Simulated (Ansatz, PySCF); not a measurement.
Bond stretch in Li₂, singlet.

Levels: UKS-B3LYP/3-21G = unrestricted B3LYP/3-21G run with PySCF; UCCSD(T) = CCSD(T) on UHF/cc-pVTZ, frozen core (Ansatz, a first-principles code); RKS-BHandHLYP = restricted BHandHLYP/cc-pVTZ run with PySCF 2.14.0.

Energies are in kcal/mol, each relative to the lowest point of its own curve near equilibrium.

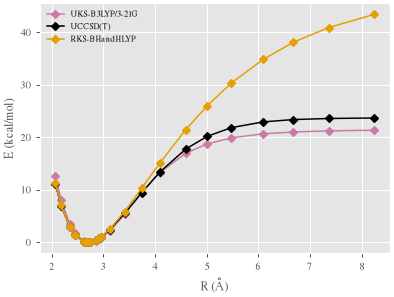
Figure. Energy against bond length for each method.

```csv
R / Å,UKS-B3LYP/3-21G,UCCSD(T),RKS-BHandHLYP
2.07,12.6,11.0,11.3
2.18,8.1,6.9,7.1
2.35,3.4,2.8,2.8
2.45,1.7,1.3,1.3
2.62,0.2,0.1,0.1
2.68,0.0,0.0,0.0
2.74,0.0,0.0,0.0
2.85,0.3,0.4,0.4
2.92,0.6,0.7,0.8
2.96,0.8,1.0,1.1
3.12,2.1,2.3,2.5
3.41,5.3,5.5,5.8
3.74,9.3,9.4,10.3
4.09,13.2,13.3,15.0
4.59,16.9,17.7,21.4
5.01,18.7,20.2,26.0
5.48,19.9,21.8,30.3
6.10,20.6,22.9,34.9
6.68,21.0,23.3,38.1
7.36,21.2,23.6,40.9
8.25,21.3,23.6,43.4
```

At the longest distance, 8.25 Å, RKS-BHandHLYP lies highest above its minimum (43.4 kcal/mol) and UKS-B3LYP/3-21G lowest (21.3 kcal/mol).

The unrestricted determinant behind UKS-B3LYP/3-21G is spin-contaminated at 4.09 to 8.25 Å (<S²> up to 1.0, against 0.00 for a pure singlet). The unrestricted determinant behind UCCSD(T) is spin-contaminated at 2.07 to 8.25 Å (<S²> up to 1.0, against 0.00 for a pure singlet). With two correlated electrons CCSD is exact in the basis where it finds the lowest root (UCCSD(T)). The restricted form behind RKS-BHandHLYP keeps the bonding electrons paired and can't separate into open-shell fragments.
